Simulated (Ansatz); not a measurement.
**Pressure series in CdSe**

Base system: CdSe in the zinc blende structure (space group F-43m, No. 216).

CdSe is taken in the cubic space group F-43m (No. 216), the zinc blende structure, Pearson symbol cF8. Cell: a = b = c = 6.196 Å, α = β = γ = 90.00°. Se on 4c is surrounded by 4 Cd at 2.683 Å (tetrahedral). Cd on 4a is surrounded by 4 Se at 2.683 Å (tetrahedral). (Neighbours: up to the widest gap in distance over summed covalent radii, below 1.35, at either atom; cation-cation and far metal-metal contacts left out.)
(The calculation used a cell of 2 atoms; values per cell refer to that cell.)

Cell and atoms are relaxed at each pressure.

Level of theory: DFT with PBE, PAW potentials and a 420 eV plane-wave cutoff in Ansatz (a program for electronic structure), no spin-orbit coupling, earlier PAW set.

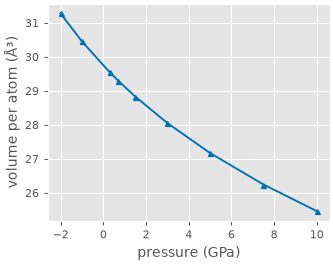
*Volume against pressure*

Problem. Estimate the zero-pressure bulk modulus from the plot.

Solution. About 45 GPa; a third-order Birch–Murnaghan fit to the points gives V₀ = 29.74 Å³/atom, B₀ = 45 GPa and B₀′ = 4.7.

Between the base and pressure 5 GPa the gap moves from 0.49 eV to 0.68 eV, a mean slope of 37 meV/GPa.

Load acts through the strain it causes; cell and atoms are relaxed under it. No phonon test of stability was made. Tetrahedral semiconductors of this kind turn to denser phases somewhere between about 1 and 50 GPa; those were not computed, so compressed cells here can lie past the real transition.
